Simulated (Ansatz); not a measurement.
# AlH3+ (doublet): the correlation ladder at distance Al1–H3 = 2.125 Å, cc-pVDZ

Aim: climb from Hartree-Fock through coupled cluster and multireference methods for AlH3+ (doublet) at one geometry and basis, and see what each rung misses.

Computed with Ansatz 0.2.0, Gaussian basis. Level: cc-pVDZ, core rule «outside noble gas», up to 5 orbitals frozen.

Plan: UHF; CCSD(T) on ROHF; CCSD(T) on UHF; BCCD(T) on ROHF; CISD; CCSDT(Q) on ROHF; CCSDT(Q) on UHF; CASSCF and MRCISD+Q, 3 electrons in 3 orbitals; CASSCF and NEVPT2, 3 electrons in 3 orbitals; Full CI.

39 further runs of the same task are left out: 20 for a known fault of the program, 14 that didn't finish, 5 set aside as unsound or not needed.

**1. What is computed**

The geometry derives from a PBE0/def2-TZVP stationary point (not a proven minimum). One bond is set to the value named and the two fragments are kept rigid.

4 atoms, charge 1, spin multiplicity 2.

Atoms are counted from 1 here; the program's logs count them from 0.

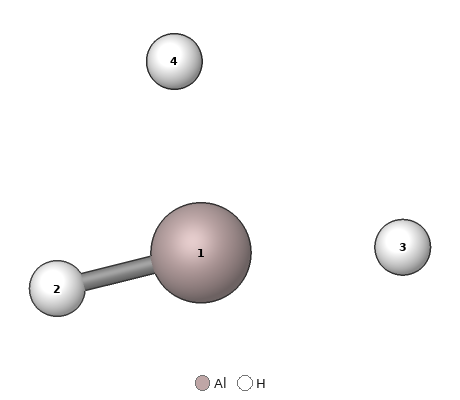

The structure; aluminium light grey, hydrogen white; atoms are numbered from 1 in the order of the file.

As a file:

```xyz
4
AlH3
Al    0.00000    0.05509   -0.01886
H     0.00000    0.22413   -1.57005
H     0.00000    0.28530    2.09364
H     0.00000   -1.98408   -0.01886
```

**2. UHF**

Contents of in.yaml:

```yaml
crystal:
  periodic: [false, false, false]
  atoms:
    - {symbol: Al, position_ang: [0.000000, 0.055088, -0.018855]}
    - {symbol: H, position_ang: [0.000000, 0.224130, -1.570053]}
    - {symbol: H, position_ang: [0.000000, 0.285299, 2.093638]}
    - {symbol: H, position_ang: [0.000000, -1.984084, -0.018855]}
basis:
  gaussian: {orbitals: cc-pVDZ}
total_charge: 1
magnetization: {spin_polarized: true, initial_magnetization: 1}
hamiltonian: {xc: hf}
output: {orbitals: {seedname: orbitals}}
```

The run is started by

```sh
$ ansatz run in.yaml --threads 1 --pin off --events-out ev --progress --plain --max-ram 2393MiB
```

The runs that follow: CCSD(T) on ROHF; CCSD(T) on UHF; BCCD(T) on ROHF; CISD; CCSDT(Q) on ROHF; CCSDT(Q) on UHF; CASSCF and MRCISD+Q, 3 electrons in 3 orbitals; CASSCF and NEVPT2, 3 electrons in 3 orbitals; Full CI.

Before running them: what should the planned runs give, taken together? Wanted: FCI below the RHF energy; RMP2 from FCI; UMP2 from FCI; RCCSD from FCI; RCCSD(T) from FCI; UCCSD(T) from FCI; RCCSDT(Q) from FCI; UCCSDT(Q) from FCI; NEVPT2 pair from FCI.

The runs gave:

| quantity | value |
| --- | --- |
| FCI below the RHF energy | -2.3139 eV |
| RMP2 from FCI | +72.3 kJ/mol |
| UMP2 from FCI | +82.2 kJ/mol |
| RCCSD from FCI | +6.7 kJ/mol |
| RCCSD(T) from FCI | +2.5 kJ/mol |
| UCCSD(T) from FCI | +2.5 kJ/mol |
| RCCSDT(Q) from FCI | +0.1 kJ/mol |
| UCCSDT(Q) from FCI | +0.1 kJ/mol |
| NEVPT2 pair from FCI | +47.7 kJ/mol |
| MRCISD+Q pair from FCI | +1.0 kJ/mol |
| levels within 1 kcal/mol (43 meV) | RCCSD(T), UCCSD(T), BCCD(T), RCCSDT, UCCSDT, RCCSDT(Q), UCCSDT(Q), MRCISD+Q pair |
| T1 diagnostic | 0.045 |
| effectively unpaired electrons | 1.11 |

What this shows: RCCSD(T) lands +2.5 kJ/mol from the yardstick (1.1 % of the correlation energy). The occupations are near whole numbers, but T1 = 0.045 shows that the orbitals relax strongly. Of the multireference levels listed MRCISD+Q pair comes nearest in total energy (+1.0 kJ/mol), which doesn't show that its space is the better one. These misses are within one basis, not against nature; the frozen cores of restricted and unrestricted runs differ, which can shift their rows.
